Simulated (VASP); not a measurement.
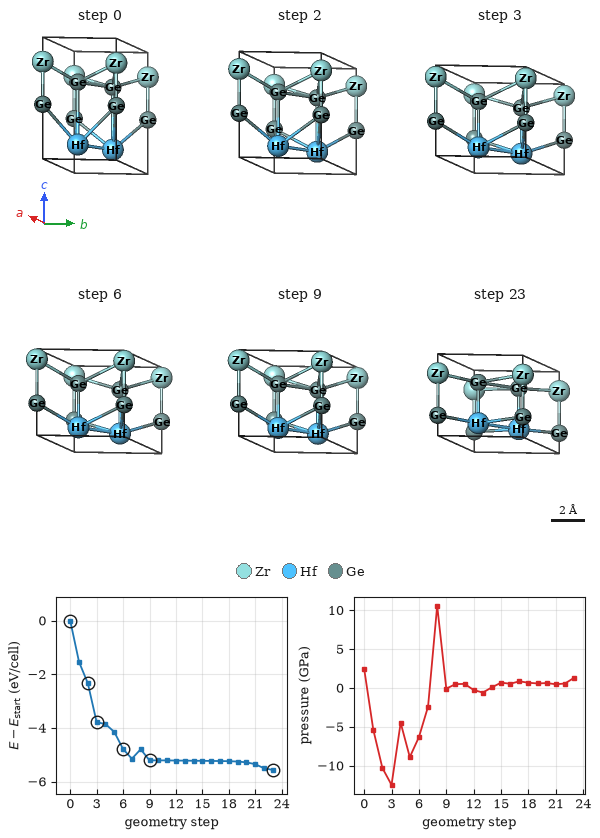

Frames of a relaxation of solid Hf2ZrGe3 (a generated structure, set up in P6mm), marked on the history of the run. Style: ball-and-stick. Shown: the cell of the calculation, from a free direction.

The run lets cell and atoms move.

The calculation used VASP, Kohn-Sham DFT of a periodic cell, PBE, VASP PAW PBE potentials, recommended.

The input:
```
ALGO = Fast
EDIFF = 1E-4
EDIFFG = -0.08
ENCUT = 520
GGA = PE
IBRION = 2
ISIF = 3
ISMEAR = 0
LASPH = True
LCHARG = False
LREAL = False
LWAVE = False
NELM = 60
NSW = 24
PREC = Normal
SIGMA = 0.15
```

Run as
```bash
cat potpaw_PBE.64/Zr_sv/POTCAR potpaw_PBE.64/Hf_pv/POTCAR potpaw_PBE.64/Ge_d/POTCAR > POTCAR
mpirun -np 1 vasp_std > vasp.out
```

What happens along the run?

The relaxation stopped without meeting its thresholds, so the last structure isn't shown to be converged. The atom that moves furthest relative to the cell is a Ge atom (1.02 Å along −c). By element the largest moves are Ge 1.02 Å, Hf 0.33 Å, Zr 0.17 Å. Cell: a = b 4.539 → 5.243 Å (+15.5 %), c 7.651 → 5.137 Å (−32.9 %). Volume −10.4 %. Some distances before and after: Ge–Zr 4.969 → 2.486 Å, Ge–Hf 3.924 → 2.564 Å, Ge–Hf 3.727 → 2.573 Å, Ge–Ge 2.620 → 3.027 Å. New bonds form, among them: Ge–Zr (4.97 → 2.49 Å). Bond angles that change, for instance: Hf–Hf–Ge 140.0° → 177.7°, Ge–Hf–Ge 83.0° → 119.8°, Zr–Ge–Zr 108.8° → 119.5°. The space group stays P6mm (No. 183). Over 23 geometry steps the energy falls by 5.566 eV per cell of the calculation. The largest force component goes from 2.8 to 1.9 eV/Å. Pressure: 2.47 GPa at the start and 1.31 GPa at the end. The volume changes by over a tenth within one run on a fixed set of plane waves, so the end point should be relaxed again from the new cell. It ran on 1 thread of Intel(R) Xeon(R) 6975P-C (Granite Rapids), with other jobs on the host. From step 0 to 2: the Zr atom moves most (0.24 Å), volume +7.9 %, energy −2.336 eV per cell of the calculation. From step 2 to 3: the Zr atom moves most (0.21 Å), volume +3.2 %, energy −1.449 eV per cell of the calculation. From step 3 to 6: a Ge atom moves most (0.05 Å), volume −10.4 %, energy −1.002 eV per cell of the calculation. From step 6 to 9: volume −9.5 %, energy −0.421 eV per cell of the calculation. From step 9 to 23: a Ge atom moves most (0.63 Å), volume −0.7 %, energy −0.358 eV per cell of the calculation.

```
step  E − E(0), meV/atom  largest force component, eV/Å  pressure, GPa  volume, Å³/atom
   0                0.00                         2.8379           2.47           22.748
   1             -256.34                         2.0451          -5.36           23.794
   2             -389.27                         1.5653         -10.30           24.535
   3             -630.78                         1.0222         -12.47           25.310
   4             -642.68                         2.1536          -4.48           23.388
   5             -691.19                         0.3242          -8.89           24.228
   6             -797.84                         0.3350          -6.33           22.681
   7             -857.86                         0.3383          -2.41           21.240
   8             -799.02                         0.4019          10.58           18.505
   9             -868.02                         0.3317          -0.09           20.532
  10             -868.28                         0.3216           0.49           20.376
  11             -868.30                         0.3367           0.52           20.450
  12             -869.39                         0.2609          -0.27           20.512
  13             -869.68                         0.2287          -0.59           20.563
  14             -870.67                         0.1911           0.08           20.486
  15             -871.04                         0.2156           0.68           20.452
  16             -871.64                         0.2552           0.54           20.385
  17             -872.37                         0.3391           0.85           20.251
  18             -873.14                         0.3419           0.67           20.253
  19             -875.43                         0.3678           0.58           20.259
  20             -880.33                         0.4225           0.63           20.270
  21             -891.88                         0.5835           0.47           20.291
  22             -917.18                         1.0959           0.57           20.327
  23             -927.62                         1.8806           1.31           20.380
```
